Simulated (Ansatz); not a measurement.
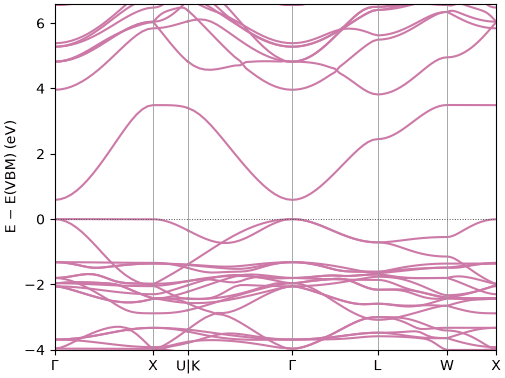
*Band structure from DFT-LDA in the program Ansatz with PAW potentials*

### Question
Read off the gap and where the band edges lie.

### Answer
About 0.6 eV (0.59 eV by a search for the band edges); maximum at Γ, minimum at Γ.

### Question
Which of these materials gives this?
(A) Rb2InAgCl6, Fm-3m (Rb on 8c, In on 4a, Ag on 4b, Cl on 24e)
(B) BAs, zinc blende
(C) BP, zinc blende

### Answer
A, Rb2InAgCl6, Fm-3m (Rb on 8c, In on 4a, Ag on 4b, Cl on 24e)

The first step of the workflow began from a Materials Project structure, measured or hypothetical; the Crystallography Open Database copy checked does not list it. Its standing as an ambient phase is unchecked. The cell was relaxed with LDA under the symmetry of its start. At this level the phase is dynamically unstable (imaginary phonons). The run is not spin-polarised. Spin–orbit coupling is left out wherever it is not named.

Potentials: the later of the program's two PAW sets.
